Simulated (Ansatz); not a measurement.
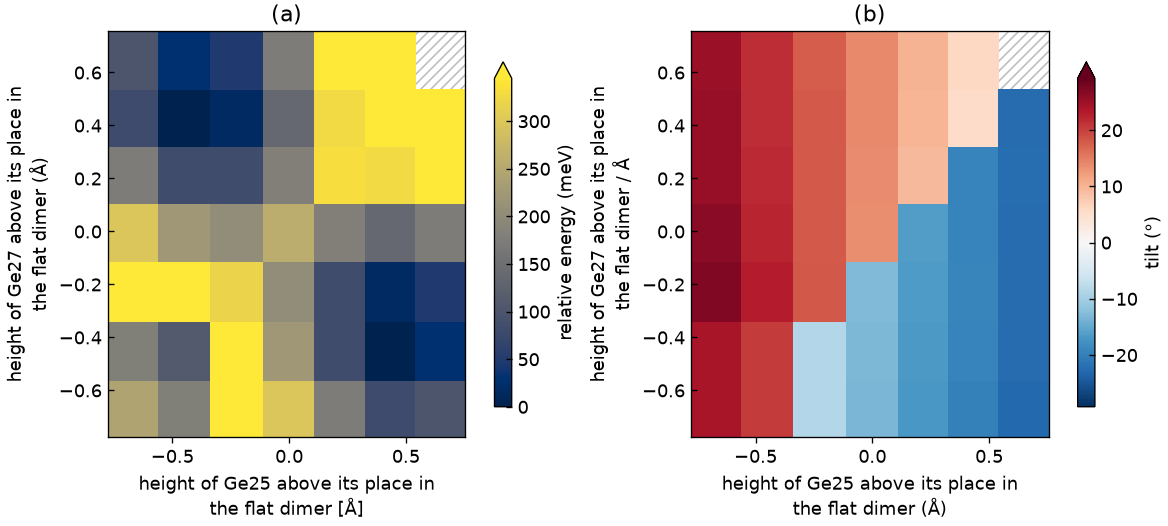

A Ge(100) slab cut from the Fd-3m phase, its lower face capped with 8 H atoms (36 atoms in the cell). Two atoms of the surface dimers are held at set heights. Coordinates scanned: (1) height of Ge25 above its place in the flat dimer; (2) height of Ge27 above its place in the flat dimer. Relaxed at each point: all atoms of the upper layers, but for the two heights. The scan uses a 7 × 7 grid; 27 points were computed and 21 follow by symmetry. At 1 point there is no value. Points are written as (first, second). Energies: meV, counted from the lowest grid point. These are results of DFT LDA, scalar-relativistic, plane waves, PAW in Ansatz, not measurements. Settings: cutoff 420 eV, k-mesh 3×3×1, gaussian smearing 0.05 eV, no spin polarisation.

Panel (a) is the energy and panel (b) the computed tilt on the same grid.

In the figure: one coloured cell a grid point, one colour for all values above the top of the scale, hatched blanks where no value was computed.

### How does the tilt vary over the map, and what is it at the lowest grid point?

It runs from −23.0 ° at (0.647 Å, −0.669 Å) to 27.0 ° at (−0.669 Å, −0.226 Å). At the lowest grid point, (−0.453 Å, 0.431 Å), it is 21.7 °.

```tsv
second ↓, first →	−0.669	−0.453	−0.226	0.000	0.216	0.431	0.647
0.647	25.3	21.5	17.7	14.0	10.1	6.0	–
0.431	25.4	21.7	17.9	14.0	10.0	5.5	−22.5
0.216	25.4	21.9	18.0	13.8	9.5	−19.5	−22.4
0.000	26.4	22.3	18.0	13.5	−16.4	−19.5	−22.5
−0.226	27.0	22.8	18.3	−12.8	−16.5	−19.4	−22.4
−0.453	24.1	20.5	−8.5	−13.2	−16.8	−19.5	−22.5
−0.669	24.2	20.5	−8.5	−13.3	−17.0	−19.9	−23.0
```
